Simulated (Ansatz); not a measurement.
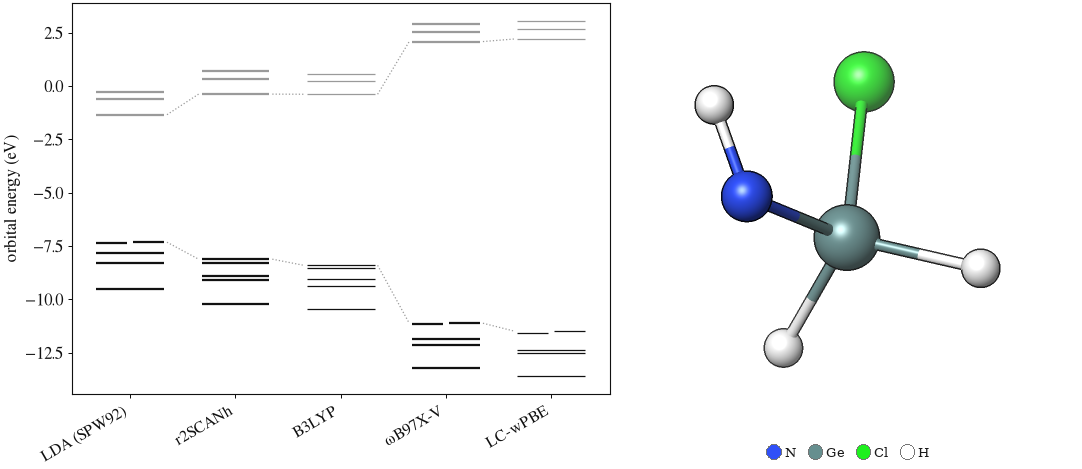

Frontier orbital energies (alpha spin) of GeNH₃Cl, SMILES [NH][GeH2][Cl], doublet at one geometry, def2-TZVPP, the Ansatz code, at a PBE0-D4/def2-TZVP geometry (a minimum by its frequencies). Empty levels are grey, levels within 0.1 eV stand side by side; all columns show the same few orbitals around the gap. Dotted lines join the HOMOs and the LUMOs. HOMO and LUMO mean the alpha set's.

Question: How do the frontier levels move from column to column?

Answer: The separation grows from 5.98 eV (LDA (SPW92)) to 13.70 eV (LC-wPBE).

```
      level  HOMO (eV)  LUMO (eV)  separation (eV)
LDA (SPW92)      −7.32      −1.35             5.98
    r2SCANh      −8.12      −0.38             7.74
      B3LYP      −8.41      −0.39             8.02
    ωB97X-V     −11.12       2.08            13.20
    LC-wPBE     −11.49       2.20            13.70
```

Limits of at least one run: empty levels above zero depend strongly on the basis; no scalar relativity up to krypton.
